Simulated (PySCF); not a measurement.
## Al$_{2}$H$_{4}$Cl$_{2}$: a changed input and its effect

System: Al$_{2}$H$_{4}$Cl$_{2}$.
Method of run A: GIAO PBE0/pcSseg-1 NMR shielding, non-relativistic, gas phase (PySCF 2.14.0).

The geometry comes from this level: GFN2-xTB, MD frame at 425 fs, 300 K. Text and figures count atoms from 1; the logs count them from 0 in places.

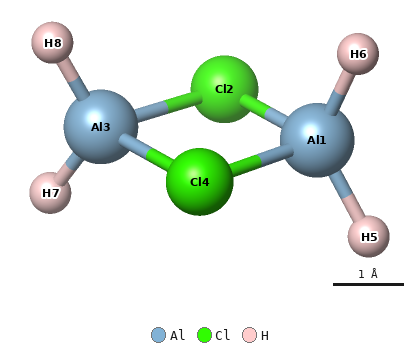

The structure (ball-and-stick view, seen at a tilt; atoms are numbered from 1 in the order of the input). Sticks mark near contacts. Bond lengths as drawn: Al–Cl 2.15 to 2.25 Å and Al–H 1.49 to 1.59 Å.

The input, run A:
```
{"job": {"kind": "nmr", "xc": "PBE0", "basis": "pcSseg-1", "pop": false}, "charge": 0, "multiplicity": 1}
Al     1.384400     0.216400    -0.038800
Cl     0.296000    -0.205800    -1.842400
Al    -1.585200    -0.485800    -0.660500
Cl    -0.411900    -0.073200     1.215300
H      2.369800    -0.901100     0.504000
H      1.585700     1.791700     0.091900
H     -1.936200    -1.926200    -1.092000
H     -2.558800     0.624800    -0.877800
```

The first line tells a small driver script what to run in PySCF; the rest is the geometry in Å.

Command:
```bash
OMP_NUM_THREADS=1 python <driver script> task.json out
```

Hardware: 1 CPU thread, shared host.

Output (run A):
```
coarse grid: 8976 points
cycle   1  E = -1407.1545652387  dE =  2.211e-01  |g| = 2.512e-01  |ddm| = 2.570e+00
cycle   2  E = -1407.1650914163  dE = -1.053e-02  |g| = 1.872e-01  |ddm| = 5.150e-01
cycle   3  E = -1407.1729863246  dE = -7.895e-03  |g| = 2.579e-02  |ddm| = 2.148e-01
cycle   4  E = -1407.1731543430  dE = -1.680e-04  |g| = 4.955e-03  |ddm| = 3.178e-02
cycle   5  E = -1407.1731596106  dE = -5.268e-06  |g| = 1.024e-03  |ddm| = 5.633e-03
final grid: 68760 points
cycle   6  E = -1407.1935091376  dE = -1.884e-05  |g| = 3.622e-03  |ddm| = 9.477e-03
cycle   7  E = -1407.1935095065  dE = -3.689e-07  |g| = 2.028e-03  |ddm| = 3.741e-03
cycle   8  E = -1407.1935100453  dE = -5.388e-07  |g| = 3.612e-04  |ddm| = 2.146e-03
cycle   9  E = -1407.1935100781  dE = -3.282e-08  |g| = 3.782e-05  |ddm| = 4.268e-04
cycle  10  E = -1407.1935100783  dE = -2.128e-10  |g| = 1.057e-05  |ddm| = 4.418e-05
converged SCF energy = -1407.1935100783

GIAO shielding tensors (ppm)
atom      isotropic    diamagn.    paramagn.     s11        s22        s33       span
  0 Al     418.241     794.350    -376.109    368.678    393.659    492.386    123.708
  1 Cl     945.034    1150.388    -205.354    844.636    978.311   1012.154    167.518
  2 Al     402.423     793.945    -391.522    329.498    378.207    499.564    170.066
  3 Cl     946.167    1150.892    -204.725    842.356    978.936   1017.211    174.854
  4 H       26.577      27.781      -1.204     23.202     24.254     32.276      9.074
  5 H       26.527      28.046      -1.519     23.287     24.171     32.125      8.838
  6 H       26.863      28.166      -1.303     23.334     24.655     32.600      9.267
  7 H       27.406      28.882      -1.476     24.156     24.627     33.436      9.280
```

The input of run B differs as follows (lines with − go, lines with + come):
```diff
-Al     1.384400     0.216400    -0.038800
-Cl     0.296000    -0.205800    -1.842400
-Al    -1.585200    -0.485800    -0.660500
-Cl    -0.411900    -0.073200     1.215300
-H      2.369800    -0.901100     0.504000
-H      1.585700     1.791700     0.091900
-H     -1.936200    -1.926200    -1.092000
-H     -2.558800     0.624800    -0.877800
+Al     1.448700     0.191000     0.266900
+Cl     0.351700    -0.122500    -1.577600
+Al    -1.433000    -0.445500    -0.447200
+Cl    -0.327600     0.006300     1.463700
+H      2.437400    -0.943100     0.214600
+H      1.975100     1.622500     0.046300
+H     -1.847000    -1.928900    -0.254300
+H     -2.458000     0.795800    -0.788700
```

Predict how the results change.

With the same method and basis, run B lies 4.3 kcal/mol higher. The HOMO goes from −8.28 to −8.23 eV. The LUMO goes from −0.95 to −0.88 eV. The dipole moment goes from 0.43 to 0.58 D. Of all shieldings, the largest change is that of Al3, by +13.8 ppm. The number of SCF iterations is the same.

Output (run B):
```
coarse grid: 8976 points
cycle   1  E = -1407.1489386104  dE =  3.061e-01  |g| = 2.438e-01  |ddm| = 2.593e+00
cycle   2  E = -1407.1596959308  dE = -1.076e-02  |g| = 1.738e-01  |ddm| = 5.065e-01
cycle   3  E = -1407.1664547061  dE = -6.759e-03  |g| = 2.658e-02  |ddm| = 2.059e-01
cycle   4  E = -1407.1666356286  dE = -1.809e-04  |g| = 4.914e-03  |ddm| = 3.141e-02
cycle   5  E = -1407.1666411735  dE = -5.545e-06  |g| = 8.544e-04  |ddm| = 5.195e-03
final grid: 68760 points
cycle   6  E = -1407.1866516862  dE = -1.720e-05  |g| = 3.503e-03  |ddm| = 8.873e-03
cycle   7  E = -1407.1866520808  dE = -3.946e-07  |g| = 1.877e-03  |ddm| = 3.577e-03
cycle   8  E = -1407.1866525157  dE = -4.349e-07  |g| = 2.928e-04  |ddm| = 1.949e-03
cycle   9  E = -1407.1866525373  dE = -2.161e-08  |g| = 3.481e-05  |ddm| = 3.611e-04
cycle  10  E = -1407.1866525375  dE = -1.460e-10  |g| = 7.282e-06  |ddm| = 3.188e-05
converged SCF energy = -1407.1866525375

GIAO shielding tensors (ppm)
atom      isotropic    diamagn.    paramagn.     s11        s22        s33       span
  0 Al     408.333     795.088    -386.755    347.864    394.056    483.078    135.214
  1 Cl     948.867    1150.808    -201.941    851.952    971.152   1023.497    171.546
  2 Al     416.203     793.924    -377.721    366.447    387.082    495.079    128.632
  3 Cl     959.214    1150.527    -191.314    873.423    986.565   1017.654    144.231
  4 H       27.311      28.942      -1.631     23.737     24.861     33.335      9.598
  5 H       27.035      28.679      -1.644     23.575     24.612     32.918      9.344
  6 H       26.831      28.007      -1.176     23.476     24.429     32.589      9.113
  7 H       26.081      27.114      -1.033     23.087     23.665     31.491      8.404
```

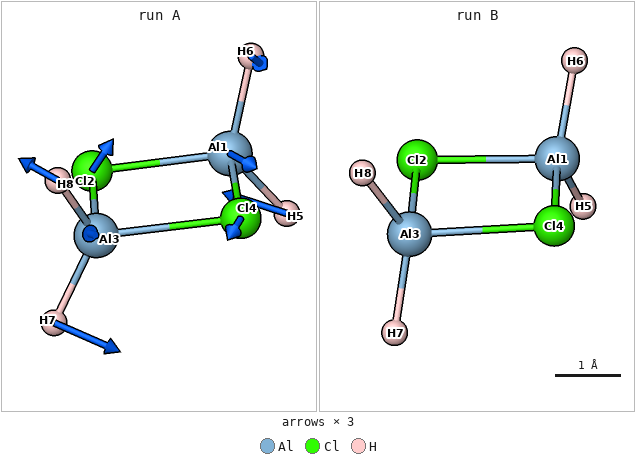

The two input geometries at one scale (ball-and-stick view, seen at a tilt). The blue arrows on the first give the shifts of the atoms after the best rigid fit, magnified 3 times. The atom that moves furthest after the best rigid fit is H7 (0.38 Å). By element the largest moves are H 0.38 Å, Al 0.26 Å, Cl 0.22 Å. Among the contacts that change: Al3–H8 1.493 → 1.646 Å, Cl2–Al3 2.239 → 2.137 Å, Al1–H5 1.586 → 1.505 Å, Al1–Cl4 2.210 → 2.150 Å.

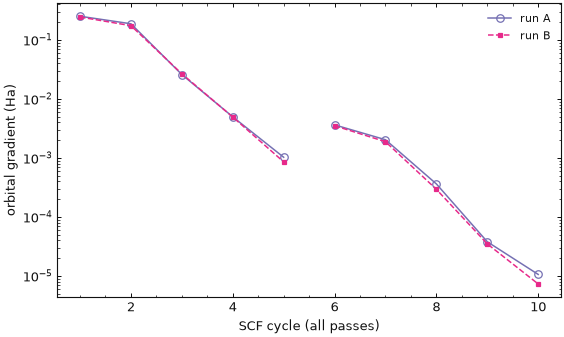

Convergence of the two runs: orbital gradient against the SCF cycle. A break in a curve parts two SCF passes (coarse and final grid). Run A takes 10 cycles in all, and run B takes 10.

The two runs side by side:

```csv
quantity,run A,run B
outcome,converged,converged
total energy (hartree),−1407.193510,−1407.186653
HOMO (eV),−8.28,−8.23
LUMO (eV),−0.95,−0.88
dipole moment (D),0.43,0.58
shielding of Al1 (ppm),418.2,408.3
shielding of Cl2 (ppm),945.0,948.9
shielding of Al3 (ppm),402.4,416.2
shielding of Cl4 (ppm),946.2,959.2
shielding of H5 (ppm),26.6,27.3
shielding of H6 (ppm),26.5,27.0
shielding of H8 (ppm),27.4,26.1
SCF iterations,10,10
basis functions,116,116
wall time (shared host),17 s,19 s
```
